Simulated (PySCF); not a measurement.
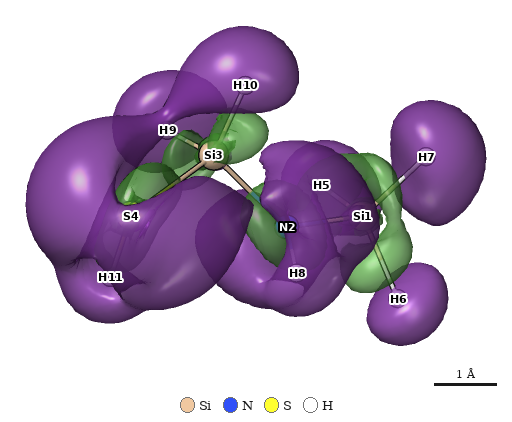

*H₇NSSi₂, SMILES `[SiH3]N[SiH2]S`. Fukui function f⁻ = ρ(N) − ρ(N−1) at fixed geometry, surfaces at ±0.01 e/Å³ (purple positive, green negative).*

Method: TPSS/cc-pVDZ; geometry: GFN2-xTB; program: PySCF. No frequency check shows the geometry to be a minimum. GFN2-xTB bond lengths at metals and heavier atoms can be off by up to 0.1 Å and shapes distorted, which carries into these values.

Cartesian coordinates (Å):

```
Si1      2.4501   -0.1441   -0.0336
N2       0.7411   -0.4276    0.1119
Si3     -0.5256    0.7330   -0.0025
S4      -2.3813   -0.3525    0.0341
H5       2.6306    0.6297   -1.2582
H6       3.0524   -1.4735   -0.1003
H7       2.9539    0.6119    1.1165
H8       0.4910   -1.2958    0.5601
H9      -0.4060    1.4202   -1.2805
H10     -0.6395    1.6399    1.1312
H11     -2.1130   -1.1450   -0.9922
```

Which atoms respond most to the removal of an electron?

Answer. f⁻ (Hirshfeld-condensed) is largest on S4 (0.29); the vertical ionisation energy is 8.87 eV. Condensed values hint at sites of electrophilic attack but needn't mark the atom that reacts. Orbital relaxation makes it negative in places (0.17 e in all).

```json
{"atom": "Si1", "f⁻": "+0.09", "charge": "+0.36"}
{"atom": "N2", "f⁻": "+0.14", "charge": "−0.30"}
{"atom": "Si3", "f⁻": "+0.10", "charge": "+0.34"}
{"atom": "S4", "f⁻": "+0.29", "charge": "−0.14"}
{"atom": "H5", "f⁻": "+0.04", "charge": "−0.08"}
{"atom": "H6", "f⁻": "+0.04", "charge": "−0.08"}
{"atom": "H7", "f⁻": "+0.07", "charge": "−0.09"}
{"atom": "H8", "f⁻": "+0.05", "charge": "+0.11"}
{"atom": "H9", "f⁻": "+0.07", "charge": "−0.08"}
{"atom": "H10", "f⁻": "+0.07", "charge": "−0.08"}
{"atom": "H11", "f⁻": "+0.05", "charge": "+0.05"}
```

The PySCF run took 2.6 min on 1 thread of AMD EPYC 9R45 96-Core Processor (Zen 5), on a shared host, peak memory 0.72 GiB.
